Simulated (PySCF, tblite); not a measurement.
# C5H15NOSi2: geometry, infrared bands and NMR shifts

Aim: predict the infrared bands and NMR shifts of C5H15NOSi2 (`CCO[Si@H](/C=C/[SiH3])NC`).

Programs: tblite 0.8.0 and PySCF 2.14.0, with density-fitted response routines of our own. Each step states its level of theory. These are calculated values for one molecule in the gas phase, unless marked as measured. Atoms count from 0, in the outputs and in this text.

### 1 The molecule as given

24 atoms, charge 0, multiplicity 1; geometry from: force field or distance geometry start.

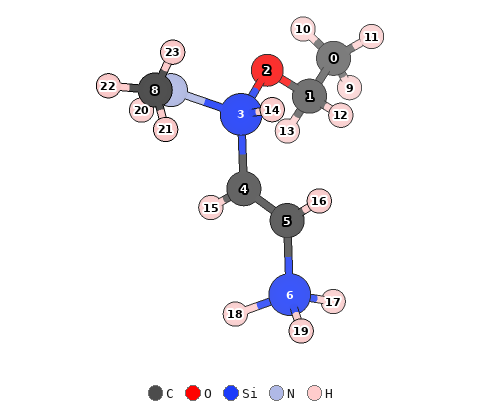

The starting geometry (carbon dark grey, oxygen red, silicon blue, nitrogen light blue, hydrogen pink), atoms numbered; sticks join atoms by distance.

### 2 Optimising the geometry with GFN2-xTB

Job settings and geometry (Å):

```
{"job": {"kind": "relax", "xc": "GFN2-xTB", "basis": "xTB"}, "charge": 0, "multiplicity": 1}
C      3.375500     1.151000    -0.687300
C      1.913600     0.745500    -0.581500
O      1.741200    -0.610200    -0.298700
Si     0.074500    -1.030700    -0.187500
C     -0.951600     0.364500     0.441200
C     -1.583800     1.158600    -0.427900
Si    -2.595300     2.556900     0.211600
N      0.037700    -2.458300     0.890500
C     -0.890500    -3.480500     0.459400
H      3.400200     2.241500    -0.416800
H      4.045300     0.588300    -0.029400
H      3.699100     1.111100    -1.749700
H      1.302000     1.051000    -1.424500
H      1.529100     1.280000     0.336900
H     -0.481500    -1.424200    -1.482000
H     -1.055200     0.561900     1.512700
H     -1.459900     0.947400    -1.477900
H     -1.922000     3.801600    -0.071900
H     -2.834600     2.456700     1.676700
H     -3.917800     2.556100    -0.415900
H     -0.075500    -2.201200     1.895400
H     -1.900600    -3.099700     0.187100
H     -1.032700    -4.168300     1.329600
H     -0.428700    -4.079400    -0.348600
```

On the command line:

```
$ OMP_NUM_THREADS=1 python probes_run.py task.json out
```

The driver reads the jobs from task.json and runs them one after another.

Standard output:

```text
step      E/eV     max force
  0    -783.38264    3.181
  1    -783.70078    0.968
  2    -783.78145    0.677
  3    -783.81412    0.483
  4    -783.83730    0.287
  5    -783.85043    0.275
  6    -783.86836    0.292
  7    -783.88234    0.255
  8    -783.89979    0.277
  9    -783.91652    0.284
 10    -783.93146    0.247
 11    -783.94339    0.282
 12    -783.95460    0.239
 13    -783.96606    0.251
 14    -783.97737    0.278
 15    -783.98744    0.226
 16    -783.99705    0.209
 17    -784.00665    0.200
 18    -784.01441    0.170
 19    -784.01987    0.168
 20    -784.02472    0.180
 21    -784.03087    0.189
 22    -784.03839    0.210
 23    -784.04607    0.185
 24    -784.05347    0.207
 25    -784.06196    0.218
 26    -784.07197    0.240
 27    -784.08181    0.186
 28    -784.08991    0.212
 29    -784.09674    0.207
 30    -784.10383    0.179
 31    -784.11094    0.246
 32    -784.11537    0.327
 33    -784.12232    0.165
 34    -784.12812    0.150
 35    -784.13417    0.140
 36    -784.13798    0.128
 37    -784.14173    0.129
 38    -784.14461    0.095
 39    -784.14722    0.097
 40    -784.14922    0.102
 41    -784.15068    0.094
 42    -784.15206    0.095
 43    -784.15361    0.117
 44    -784.15579    0.094
 45    -784.15680    0.096
 46    -784.15782    0.064
 47    -784.15877    0.081
 48    -784.15984    0.087
 49    -784.16080    0.067
 50    -784.16187    0.077
 51    -784.16343    0.097
 52    -784.16589    0.106
 53    -784.16923    0.133
 54    -784.17301    0.151
 55    -784.17642    0.157
 56    -784.17738    0.161
 57    -784.18082    0.109
 58    -784.18279    0.111
 59    -784.18564    0.082
 60    -784.18740    0.103
 61    -784.18959    0.095
 62    -784.19143    0.116
 63    -784.19335    0.113
 64    -784.19551    0.104
 65    -784.19936    0.162
 66    -784.20200    0.127
 67    -784.20537    0.135
 68    -784.20893    0.103
 69    -784.21111    0.213
 70    -784.21407    0.104
 71    -784.21582    0.085
 72    -784.21832    0.113
 73    -784.21952    0.084
 74    -784.22103    0.063
 75    -784.22212    0.068
 76    -784.22265    0.057
 77    -784.22336    0.058
 78    -784.22406    0.060
 79    -784.22478    0.077
 80    -784.22556    0.072
 81    -784.22630    0.068
 82    -784.22727    0.066
 83    -784.22811    0.073
 84    -784.22888    0.070
 85    -784.22943    0.049
 86    -784.22985    0.046
 87    -784.23027    0.056
 88    -784.23079    0.068
 89    -784.23135    0.077
 90    -784.23175    0.080
 91    -784.23221    0.060
 92    -784.23264    0.056
 93    -784.23322    0.050
 94    -784.23357    0.036
 95    -784.23387    0.040
 96    -784.23411    0.043
 97    -784.23445    0.046
 98    -784.23490    0.053
 99    -784.23538    0.053
100    -784.23576    0.054
101    -784.23607    0.047
102    -784.23639    0.045
103    -784.23665    0.040
104    -784.23693    0.053
105    -784.23714    0.024
106    -784.23734    0.023
107    -784.23751    0.026
108    -784.23785    0.037
109    -784.23818    0.038
110    -784.23848    0.035
111    -784.23870    0.027
112    -784.23890    0.031
113    -784.23914    0.039
114    -784.23947    0.044
115    -784.23987    0.044
116    -784.24032    0.047
117    -784.24074    0.041
118    -784.24099    0.071
119    -784.24128    0.066
120    -784.24167    0.039
121    -784.24217    0.032
122    -784.24257    0.033
123    -784.24286    0.033
124    -784.24313    0.032
125    -784.24344    0.042
126    -784.24381    0.039
127    -784.24410    0.060
128    -784.24438    0.042
129    -784.24464    0.054
130    -784.24491    0.048
131    -784.24516    0.042
132    -784.24540    0.052
133    -784.24568    0.034
134    -784.24600    0.033
135    -784.24622    0.037
136    -784.24655    0.040
137    -784.24679    0.036
138    -784.24705    0.043
139    -784.24733    0.062
140    -784.24759    0.103
141    -784.24813    0.050
142    -784.24895    0.066
143    -784.24942    0.078
144    -784.25008    0.085
145    -784.25079    0.105
146    -784.25120    0.189
147    -784.25162    0.234
148    -784.25286    0.061
149    -784.25347    0.060
150    -784.25480    0.120
151    -784.25539    0.075
152    -784.25572    0.069
153    -784.25649    0.049
154    -784.25681    0.060
155    -784.25771    0.073
156    -784.25844    0.076
157    -784.25939    0.074
158    -784.26043    0.071
159    -784.26168    0.073
160    -784.26314    0.082
161    -784.26464    0.078
162    -784.26586    0.094
163    -784.26683    0.084
164    -784.26765    0.095
165    -784.26859    0.069
166    -784.26941    0.047
167    -784.26989    0.054
168    -784.27057    0.065
169    -784.27122    0.090
170    -784.27210    0.098
171    -784.27307    0.071
172    -784.27409    0.065
173    -784.27502    0.079
174    -784.27613    0.097
175    -784.27735    0.118
176    -784.27859    0.103
177    -784.27960    0.069
178    -784.28042    0.052
179    -784.28096    0.051
180    -784.28171    0.060
181    -784.28242    0.060
182    -784.28305    0.049
183    -784.28361    0.050
184    -784.28425    0.050
185    -784.28484    0.053
186    -784.28536    0.054
187    -784.28577    0.057
188    -784.28621    0.052
189    -784.28668    0.048
190    -784.28718    0.052
191    -784.28761    0.048
192    -784.28800    0.039
193    -784.28837    0.050
194    -784.28876    0.050
195    -784.28912    0.037
196    -784.28940    0.034
197    -784.28957    0.024
198    -784.28970    0.023
199    -784.28987    0.029
200    -784.29006    0.034
201    -784.29029    0.031
202    -784.29054    0.032
203    -784.29081    0.033
204    -784.29107    0.036
205    -784.29131    0.035
206    -784.29155    0.029
207    -784.29179    0.037
208    -784.29199    0.047
209    -784.29213    0.040
210    -784.29224    0.029
211    -784.29236    0.027
212    -784.29250    0.024
213    -784.29265    0.023
214    -784.29279    0.024
215    -784.29291    0.022
216    -784.29302    0.021
217    -784.29315    0.022
218    -784.29330    0.028
219    -784.29349    0.029
220    -784.29369    0.031
221    -784.29386    0.022
222    -784.29396    0.018
223    -784.29403    0.015
224    -784.29409    0.015
225    -784.29414    0.016
226    -784.29419    0.014
227    -784.29422    0.009
```

Run time: 2.6 s. Hardware: 1 thread of Arm Neoverse V1, shared host; peak memory 0.18 GiB.

Relaxation path: (not every step is listed)

| step | energy from step 0 (eV) | largest force (eV/Å) |
| --- | --- | --- |
| 0 | 0.0000 | 3.1808 |
| 1 | -0.3181 | 0.9684 |
| 2 | -0.3988 | 0.6771 |
| 3 | -0.4315 | 0.4831 |
| 4 | -0.4547 | 0.2872 |
| 5 | -0.4678 | 0.2752 |
| 6 | -0.4857 | 0.2916 |
| 7 | -0.4997 | 0.2547 |
| 8 | -0.5172 | 0.2771 |
| 29 | -0.7141 | 0.2068 |
| 50 | -0.7792 | 0.0773 |
| 71 | -0.8332 | 0.0850 |
| 92 | -0.8500 | 0.0559 |
| 113 | -0.8565 | 0.0394 |
| 134 | -0.8634 | 0.0333 |
| 155 | -0.8751 | 0.0728 |
| 176 | -0.8959 | 0.1031 |
| 197 | -0.9069 | 0.0243 |
| 218 | -0.9107 | 0.0275 |
| 222 | -0.9113 | 0.0181 |
| 223 | -0.9114 | 0.0148 |
| 224 | -0.9114 | 0.0152 |
| 225 | -0.9115 | 0.0158 |
| 226 | -0.9115 | 0.0145 |
| 227 | -0.9116 | 0.0094 |

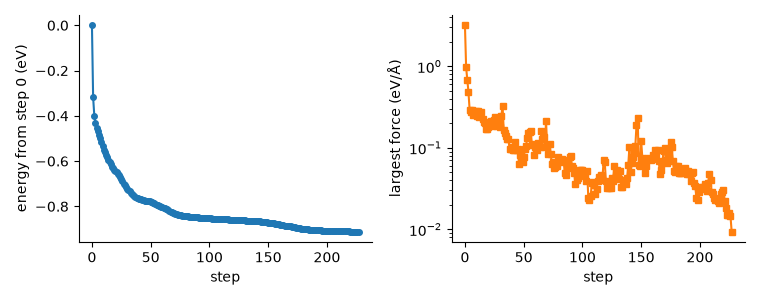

Energy and force, step by step.

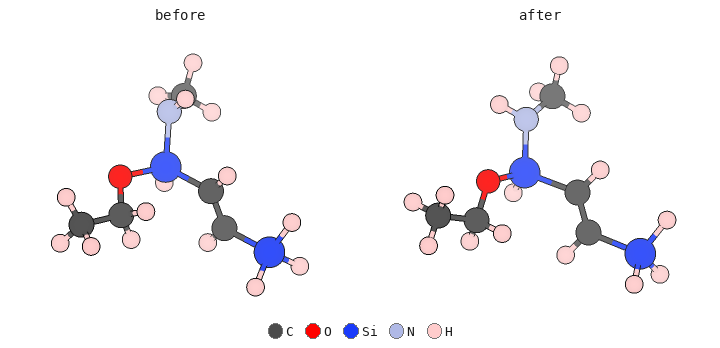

Before and after, at one scale.

Distances of close pairs at the start and the end, largest changes first:

| bond | before (Å) | after (Å) | change (Å) |
| --- | --- | --- | --- |
| O2–Si3 | 1.723 | 1.626 | -0.096 |
| Si3–N7 | 1.789 | 1.712 | -0.077 |
| Si3–C4 | 1.842 | 1.890 | +0.048 |
| C5–Si6 | 1.840 | 1.880 | +0.040 |
| C0–H9 | 1.124 | 1.087 | -0.037 |
| N7–H20 | 1.043 | 1.009 | -0.035 |
| C1–H13 | 1.130 | 1.098 | -0.032 |
| C0–H11 | 1.111 | 1.087 | -0.024 |

The final coordinates are the input of the step that follows.

### 3 Harmonic vibrations with GFN2-xTB

Job settings and geometry (Å):

```
{"job": {"kind": "ir", "xc": "GFN2-xTB", "basis": "xTB"}, "charge": 0, "multiplicity": 1}
C      3.563679     0.940843    -0.436459
C      2.071498     0.821582    -0.706767
O      1.590962    -0.370006    -0.162152
Si     0.087170    -0.962687    -0.341029
C     -1.272600     0.209118     0.251113
C     -1.655186     1.310795    -0.392833
Si    -2.985175     2.514656     0.169868
N      0.143394    -2.293678     0.733989
C     -0.954746    -3.215728     0.854561
H      3.949869     1.859502    -0.869481
H      3.746391     0.945353     0.634525
H      4.084758     0.092661    -0.872812
H      1.881825     0.836474    -1.787578
H      1.533343     1.669210    -0.262793
H     -0.144338    -1.253398    -1.771563
H     -1.758370    -0.018615     1.193917
H     -1.169148     1.535454    -1.338001
H     -2.415497     3.863797     0.260167
H     -3.511219     2.112570     1.475480
H     -4.070306     2.524239    -0.817580
H      1.036681    -2.745786     0.855837
H     -0.929989    -3.710153     1.827774
H     -0.949418    -3.986215     0.074898
H     -1.885314    -2.660227     0.768335
```

Standard output:

```text
mode    cm-1     km/mol
  1      22.3      0.14
  2      25.6      0.06
  3      53.3      0.26
  4      78.0      0.76
  5      84.8      0.16
  6      91.8      1.81
  7     106.4      1.57
  8     116.0      0.89
  9     157.6      2.19
 10     189.2      2.45
 11     213.1      0.87
 12     227.0      5.87
 13     282.6     16.57
 14     292.8     13.37
 15     305.7      0.81
 16     389.6      9.40
 17     515.3     70.09
 18     526.3     22.22
 19     536.6    144.89
 20     668.8     55.74
 21     680.7    189.00
 22     733.0    150.70
 23     744.1     45.16
 24     760.8     83.81
 25     787.6    163.74
 26     794.2    188.60
 27     804.6    505.28
 28     813.8     57.78
 29     829.2      3.74
 30     853.4    185.24
 31     999.8     68.73
 32    1035.8     15.46
 33    1064.4     33.68
 34    1097.9     30.87
 35    1115.0      5.81
 36    1148.8     25.47
 37    1154.0    286.52
 38    1173.9     20.43
 39    1189.5     47.57
 40    1269.9      0.88
 41    1308.8      2.80
 42    1350.5     23.63
 43    1360.1     78.27
 44    1398.5      8.98
 45    1424.5      2.08
 46    1476.4      2.78
 47    1495.0      4.00
 48    1495.3      2.05
 49    1498.4      0.45
 50    1507.9      0.88
 51    1636.2      1.53
 52    2118.6    301.71
 53    2226.6    432.86
 54    2234.9    272.70
 55    2259.1    258.92
 56    2876.2     62.95
 57    2898.7     93.38
 58    2905.4     47.46
 59    2970.1     63.42
 60    2993.7     57.76
 61    3014.3     47.90
 62    3034.0     32.93
 63    3043.3     27.37
 64    3045.5     28.38
 65    3051.4     20.81
 66    3451.8      4.31
```

Run time: 1.4 s. Hardware: 1 thread of Arm Neoverse V1, shared host; peak memory 0.18 GiB.

Which atoms move in the most intense modes:

| cm⁻¹ | km/mol | atoms |
| --- | --- | --- |
| 681 | 189.0 | H14 69 % |
| 794 | 188.6 | H19 47 %, H17 46 % |
| 805 | 505.3 | Si6 24 %, C5 18 %, H19 13 %, H17 12 % |
| 1154 | 286.5 | O2 33 %, C1 32 % |
| 2119 | 301.7 | H14 97 % |
| 2227 | 432.9 | H17 52 %, H19 44 % |
| 2235 | 272.7 | H19 52 %, H17 44 % |
| 2259 | 258.9 | H18 96 % |

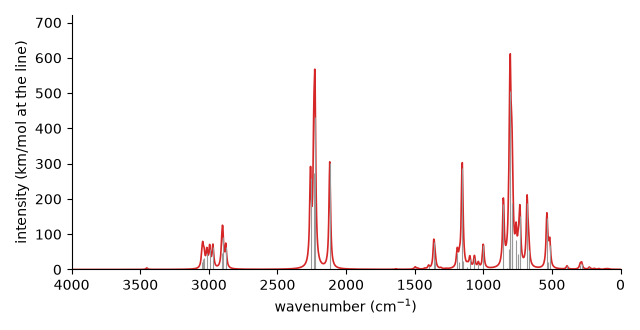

The infrared spectrum from these modes, unscaled. Lines are broadened to a width of 14 cm⁻¹ (Lorentzian).

### 4 Nuclear shieldings: PBE0/pcSseg-1

The job, as its differences from that of step 3:

```diff
@@ -1,2 +1,2 @@
-{"job": {"kind": "ir", "xc": "GFN2-xTB", "basis": "xTB"}, "charge": 0, "multiplicity": 1}
+{"job": {"kind": "nmr", "xc": "PBE0", "basis": "pcSseg-1"}, "charge": 0, "multiplicity": 1}
 C      3.563679     0.940843    -0.436459
```

With the program's defaults for keys left out, this is: GIAO PBE0/pcSseg-1 NMR shielding, non-relativistic, gas phase.

Standard output:

```text
coarse grid: 20128 points
cycle   1  E = -907.6661279360  dE =  8.104e-01  |g| = 7.822e-01  |ddm| = 4.268e+00
cycle   2  E = -907.5327914107  dE =  1.333e-01  |g| = 1.145e+00  |ddm| = 1.805e+00
cycle   3  E = -907.7870226846  dE = -2.542e-01  |g| = 1.280e-01  |ddm| = 1.257e+00
cycle   4  E = -907.7898901330  dE = -2.867e-03  |g| = 4.737e-02  |ddm| = 1.336e-01
cycle   5  E = -907.7904012907  dE = -5.112e-04  |g| = 9.632e-03  |ddm| = 4.687e-02
cycle   6  E = -907.7904172165  dE = -1.593e-05  |g| = 4.387e-03  |ddm| = 1.117e-02
cycle   7  E = -907.7904214128  dE = -4.196e-06  |g| = 6.775e-04  |ddm| = 3.766e-03
final grid: 182672 points
cycle   8  E = -907.8512104063  dE = -3.122e-05  |g| = 1.183e-02  |ddm| = 2.629e-02
cycle   9  E = -907.8511844314  dE =  2.597e-05  |g| = 1.660e-02  |ddm| = 2.154e-02
cycle  10  E = -907.8512398489  dE = -5.542e-05  |g| = 1.702e-03  |ddm| = 1.309e-02
cycle  11  E = -907.8512404483  dE = -5.994e-07  |g| = 2.263e-04  |ddm| = 1.618e-03
cycle  12  E = -907.8512404571  dE = -8.888e-09  |g| = 9.974e-05  |ddm| = 2.578e-04
cycle  13  E = -907.8512404591  dE = -1.993e-09  |g| = 4.360e-05  |ddm| = 1.092e-04
cycle  14  E = -907.8512404596  dE = -4.693e-10  |g| = 7.884e-06  |ddm| = 4.085e-05
converged SCF energy = -907.8512404596

GIAO shielding tensors (ppm)
atom      isotropic    diamagn.    paramagn.     s11        s22        s33       span
  0 C      166.516     246.591     -80.075    148.939    164.330    186.279     37.340
  1 C      126.825     246.438    -119.613    100.033    114.011    166.430     66.398
  2 O      288.387     402.048    -113.661    260.098    275.495    329.569     69.471
  3 Si     380.681     884.766    -504.085    352.077    367.323    422.642     70.565
  4 C       23.162     265.567    -242.405   -103.307     14.946    157.847    261.154
  5 C       33.355     260.230    -226.875    -94.673     14.900    179.838    274.511
  6 Si     420.813     879.996    -459.184    370.312    424.039    468.087     97.775
  7 N      245.042     325.582     -80.540    207.286    251.755    276.086     68.800
  8 C      158.172     241.566     -83.394    133.772    154.006    186.738     52.966
  9 H       30.770      27.457       3.312     26.680     27.879     37.750     11.070
 10 H       30.233      29.949       0.284     26.505     28.669     35.526      9.021
 11 H       30.300      28.851       1.449     26.522     28.695     35.681      9.160
 12 H       27.916      32.559      -4.642     22.903     28.225     32.622      9.719
 13 H       27.785      34.364      -6.579     21.737     29.627     31.990     10.252
 14 H       26.484      33.016      -6.531     24.032     24.471     30.950      6.918
 15 H       24.494      36.218     -11.724     19.684     24.175     29.623      9.939
 16 H       24.815      35.984     -11.169     20.826     24.176     29.442      8.616
 17 H       27.368      28.558      -1.189     24.332     25.786     31.988      7.656
 18 H       27.661      28.808      -1.148     24.587     26.756     31.640      7.053
 19 H       27.395      27.995      -0.600     24.463     25.550     32.172      7.709
 20 H       31.457      34.774      -3.318     21.801     31.607     40.963     19.162
 21 H       28.831      27.253       1.578     23.846     26.518     36.128     12.282
 22 H       28.887      27.030       1.856     23.264     26.863     36.533     13.268
 23 H       29.258      29.943      -0.685     24.546     28.680     34.548     10.002
```

Wall time 66 s (1 thread of Arm Neoverse V1, shared host); peak memory 1.1 GiB.

Shifts follow as δ = σ(reference) − σ, with reference shieldings (ppm) from runs at the same level and on the same kind of geometry: 1H TMS 31.72, 13C TMS 186.9, 29Si TMS 349.2, 15N NH3 267.7, 17O H2O 336.1. The references are single molecules in the gas phase, so shifts against H2O, NH3, PH3, H3PO4 or CFCl3 are not on the usual liquid scales and can be off by tens of ppm. Atoms listed in one row are averaged.

| atoms | environment | σ (ppm) | δ (ppm) | δ scaled to CDCl3 |
| --- | --- | --- | --- | --- |
| C4 | alkene CH | 23.2 | 163.8 | 157.9 |
| C5 | alkene CH | 33.4 | 153.6 | 148.0 |
| C1 | sp3 CH2 bonded to O | 126.8 | 60.1 | 56.7 |
| C8 | methyl carbon bonded to N | 158.2 | 28.8 | 26.1 |
| C0 | methyl carbon | 166.5 | 20.4 | 18.0 |
| H15 | hydrogen on an alkene CH | 24.49 | 7.22 | 6.91 |
| H16 | hydrogen on an alkene CH | 24.81 | 6.90 | 6.61 |
| H14 | hydrogen on a silicon bonded to C, N, O | 26.48 | 5.23 | – |
| H17, H18, H19 | hydrogen on a silicon bonded to C | 27.47 | 4.24 | – |
| H13 | hydrogen on an sp3 CH2 bonded to O | 27.78 | 3.93 | 3.81 |
| H12 | hydrogen on an sp3 CH2 bonded to O | 27.92 | 3.80 | 3.69 |
| H21, H22, H23 | hydrogen on a methyl carbon bonded to N | 28.99 | 2.73 | 2.67 |
| H9, H10, H11 | hydrogen on a methyl carbon | 30.43 | 1.28 | 1.31 |
| H20 | hydrogen on a nitrogen bonded to C, Si | 31.46 | 0.26 | – |
| O2 | oxygen bonded to C, Si | 288.4 | 47.7 | – |
| Si3 | silicon bonded to C, N, O, H | 380.7 | -31.5 | – |
| Si6 | silicon bonded to C, 3 H | 420.8 | -71.7 | – |
| N7 | nitrogen bonded to C, Si, H | 245.0 | 22.7 | – |

The scaled column applies a straight-line fit of computed shieldings to shifts measured in CDCl3 (root-mean-square error 0.16 ppm for H, 1.9 ppm for C).

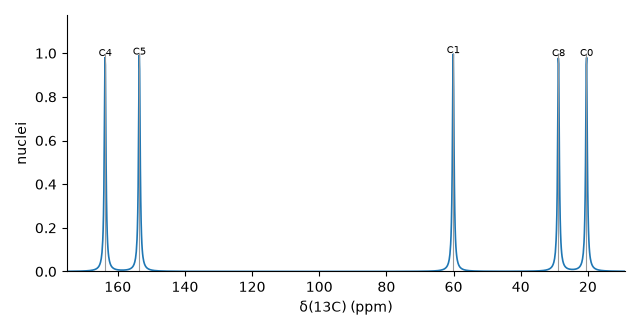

13C lines at the computed shifts, without couplings. Lines are broadened to a width of 0.57 ppm (Lorentzian).

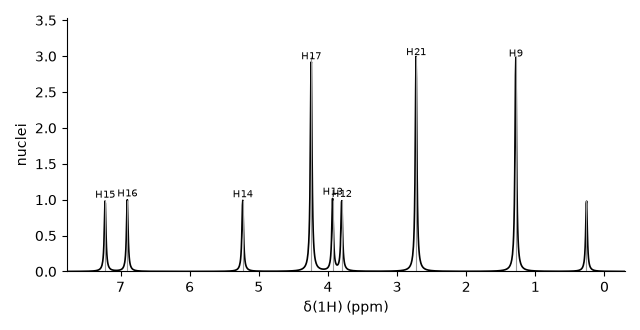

1H lines at the computed shifts, without couplings. Lines are broadened to a width of 0.03 ppm (Lorentzian).

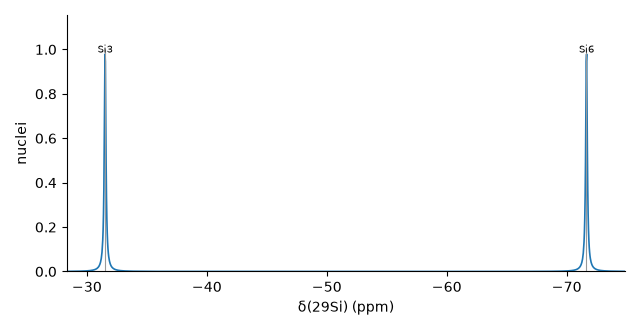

29Si lines at the computed shifts, without couplings. Lines are broadened to a width of 0.16 ppm (Lorentzian).

The run also stored atomic charges by several schemes (e):

| atoms | Mulliken | IAO | Hirshfeld | ESP fit |
| --- | --- | --- | --- | --- |
| C0 | -0.27 | -0.42 | -0.12 | -0.52 |
| C1 | 0.02 | -0.03 | 0.01 | 0.54 |
| O2 | -0.63 | -0.64 | -0.22 | -0.59 |
| Si3 | 1.06 | 1.24 | 0.43 | 0.80 |
| C4 | -0.44 | -0.44 | -0.13 | -0.35 |
| C5 | -0.41 | -0.40 | -0.13 | -0.21 |
| Si6 | 0.55 | 0.61 | 0.31 | 0.43 |
| N7 | -0.67 | -0.68 | -0.25 | -0.70 |
| C8 | -0.10 | -0.30 | -0.07 | -0.11 |

IAO charges:

C0 -0.42; C1 -0.03; O2 -0.64; Si3 1.24; C4 -0.44; C5 -0.40; Si6 0.61; N7 -0.68; C8 -0.30; H9 0.14; H10 0.15; H11 0.15; H12 0.11; H13 0.12; H14 -0.20; H15 0.15; H16 0.14; H17 -0.12; H18 -0.12; H19 -0.12; H20 0.26; H21 0.14; H22 0.12; H23 0.14

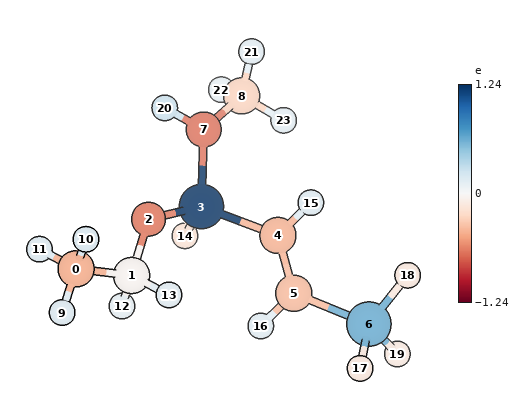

IAO charges, as colours on the atoms.

Mayer bond orders: C0–C1 1.07, C1–O2 0.90, O2–Si3 0.99, Si3–C4 0.81, C4–C5 1.93, C5–Si6 0.90, Si3–N7 1.02, N7–C8 0.98.

### 5 What came out

| quantity | value |
| --- | --- |
| strongest single infrared mode (GFN2-xTB) | 805 cm⁻¹, 505 km/mol |
| zero-point energy (GFN2-xTB) | 117.2 kcal/mol |
| 13C shifts against TMS (PBE0/pcSseg-1) | 163.8, 153.6, 60.1, 28.8, 20.4 ppm |
| 1H shifts against TMS (PBE0/pcSseg-1, means over atoms taken as alike) | 7.22, 6.90, 5.23, 4.24, 3.93, 3.80, 2.73, 1.28, 0.26 ppm |
| 17O shifts against H2O (PBE0/pcSseg-1) | 47.7 ppm |
| 29Si shifts against TMS (PBE0/pcSseg-1) | -31.5, -71.7 ppm |
| 15N shifts against NH3 (PBE0/pcSseg-1) | 22.7 ppm |

In words: Over 227 steps the energy fell by 0.912 eV; of the close pairs, O2–Si3 changed most, 1.723 to 1.626 Å. All 66 modes are real, so the xTB geometry is a minimum. The strongest single mode, at 805 cm⁻¹, is spread over several atoms, Si6, C5, H19, H17 among them. GFN2-xTB is a fitted tight-binding method: band positions and strengths are rough. Its intensities can rank the bands wrongly.
